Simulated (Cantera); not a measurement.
Charge: 1 mol CaF₂, 0.83 mol O₂, 4.7 mol N₂, at 52.5 Torr.

These are equilibrium values from Cantera (NASA tables, ideal gas, pure condensed phases), not measurements of a reactor. Candidate condensed phases: Ca, CaF₂, CaO; 22 gas species. Rates play no part.

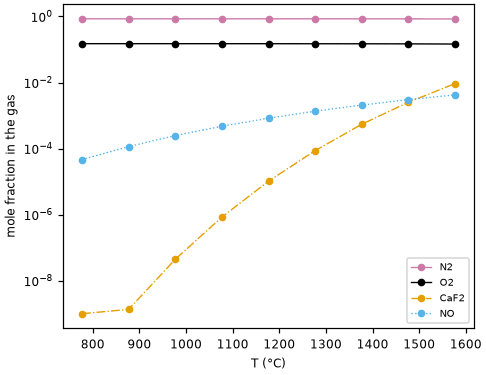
Figure. Equilibrium gas composition (values under 1e-9 drawn at 1e-9)

From 777 °C to 1377 °C the condensed part is CaF₂(s). From 1477 °C to 1577 °C the condensed part is CaF₂(l).
